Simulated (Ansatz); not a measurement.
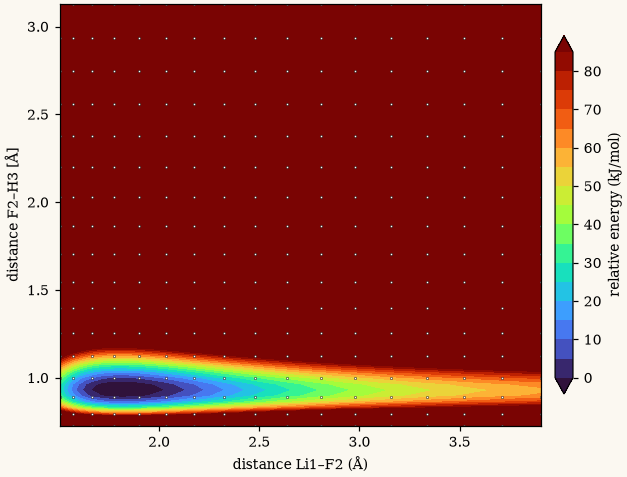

The system Li⁺ + FH. First axis: distance Li1–F2. Second axis: distance F2–H3. Nothing is relaxed (the angle Li1–F2–H3 is fixed at 180 degrees). Grid: 17 × 17 points. Points are written as (first, second). Energies are in kJ/mol, from the lowest grid point. The restricted reference is unstable at some or all points, so the energies there are unreliable. All numbers below come from Ansatz, RHF-CCSD(T), frozen core/def2-TZVPD.

The picture shows filled contours, dots at the grid points, one colour for all values above the top of the scale. Between grid points the surface is interpolated.

**Where is the minimum, and how stiff is the well along each coordinate?**

The interpolated minimum is at distance Li1–F2 ≈ 1.813 Å, distance F2–H3 ≈ 0.933 Å. The curvatures there are about 4 eV/Å² and 56 eV/Å², with a cross term of about 0 eV/Å². Round the minimum the two coordinates are nearly uncoupled. (1 eV is 96.5 kJ/mol.)
